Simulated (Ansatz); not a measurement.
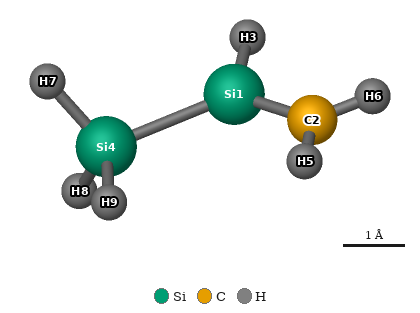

Fig. 1: The structure (ball-and-stick view, seen at a tilt; atoms are numbered from 1 in the order of the input). Bond lengths as drawn: C–H 1.08 Å, C–Si 1.71 Å, H–Si 1.48 to 1.49 Å and Si–Si 2.32 Å.

Run report: CH$_{6}$Si$_{2}$, single-point calculation

- system: CH$_{6}$Si$_{2}$
- method: RKS wB97M-V/def2-TZVPP (Ansatz 0.2.0)

The geometry comes from this level: PBE0-D4/def2-TZVP.

What the program printed:
```
Functional definition: wB97M-V
  name "wB97M-V"
  cite "Mardirossian & Head-Gordon, J. Chem. Phys. 144, 214110 (2016) doi:10.1063/1.4952647"
  cite "Becke, J. Chem. Phys. 107, 8554 (1997) doi:10.1063/1.475007"
  cite "Vydrov & Van Voorhis, J. Chem. Phys. 133, 244103 (2010) doi:10.1063/1.3521275"
  # Of w^i u^j: cxij and so on, Table III.
  parameter omega = 0.3/bohr
  parameter cx = 0.15
  parameter cx01 = 1.007
  parameter cx10 = 0.259
  parameter css00 = 0.443
  parameter css04 = -1.437
  parameter css10 = -4.535
  parameter css20 = -3.390
  parameter css43 = 4.278
  parameter cos00 = 1.000
  parameter cos10 = 1.358
  parameter cos20 = 2.924
  parameter cos21 = -8.812
  parameter cos60 = -1.390
  parameter cos61 = 9.142
  parameter b = 6.0
  parameter c = 0.01
  gx(w, u) = 1 - cx + cx01*u + cx10*w
  gss(w, u) = css00 + css04*u^4 + css10*w + css20*w^2 + css43*w^4*u^3
  gos(w, u) = cos00 + cos10*w + (cos20 + cos21*u)*w^2 + (cos60 + cos61*u)*w^6
  exchange = spin_sum(e_x_unif_sr(omega)*gx(b97_w, b97_u_x)) + cx*exact_x_sr(omega) + exact_x_lr(omega)
  correlation = spin_sum(e_c_pw_mod_same_spin*gss(b97_w, b97_u_same))
      + integral(e_c_pw_mod_opposite_spin*gos(b97_w_opposite, b97_u_opposite)) + vv10(b, c)
1116 factors; their error is unknown
269 factors; integrals over basis functions are off by at most 1.3e-5 eV
mean field evaluation 1: about -16881.6413 eV, gradient 4.7e1 eV
mean field evaluation 2: about -16879.7625 eV, gradient 5.1e1 eV
mean field evaluation 4: about -16887.0992 eV, gradient 1.2e0 eV
mean field evaluation 8: about -16887.1146 eV, gradient 4.3e-2 eV
mean field evaluation 16: about -16887.1168 eV, gradient 2.5e-5 eV
mean field -16887.11678071 eV, -620.5900951924 hartree, gradient 2.5e-5 eV, S^2 0.000000; 0 other end points of the search recorded, 0 dependent functions left out
reference -16887.11683478 eV, -620.5900971792 hartree; 20, 20 occupied and 179, 179 virtual orbitals, 1116 factors
Total energy: -16887.11683478 eV, -620.5900971792 hartree
```

The run was set up as follows.

The input:
```yaml
crystal:
  periodic: [false, false, false]
  atoms:
    - {symbol: Si, position_ang: [-1.576555, 0.697937, -0.809336]}
    - {symbol: C, position_ang: [-0.633131, 0.523108, -2.221151]}
    - {symbol: H, position_ang: [-2.452089, 1.885691, -0.649760]}
    - {symbol: Si, position_ang: [-1.534521, -0.886347, 0.887259]}
    - {symbol: H, position_ang: [0.016478, -0.332451, -2.369042]}
    - {symbol: H, position_ang: [-0.636740, 1.249338, -3.026581]}
    - {symbol: H, position_ang: [-1.060808, -0.281333, 2.160527]}
    - {symbol: H, position_ang: [-2.892652, -1.447273, 1.116457]}
    - {symbol: H, position_ang: [-0.608552, -1.973810, 0.479201]}
basis:
  gaussian: {orbitals: def2-TZVPP}
hamiltonian: {xc: {name: wB97M-V}}
```

Launch command:
```bash
ansatz run in.yaml --threads 8 --pin off --events-out ev --progress --plain --max-ram 19148MiB
```

Results in brief:

```csv
quantity,value
outcome,converged
total energy,−16887.1168 eV
SCF solution under orbital rotations,stable
hardware,"8 threads of Arm Neoverse V2, 23 GiB of memory available, shared host"
wall time,2.3 s (CPU time 16 s)
peak memory,0.59 GiB
```
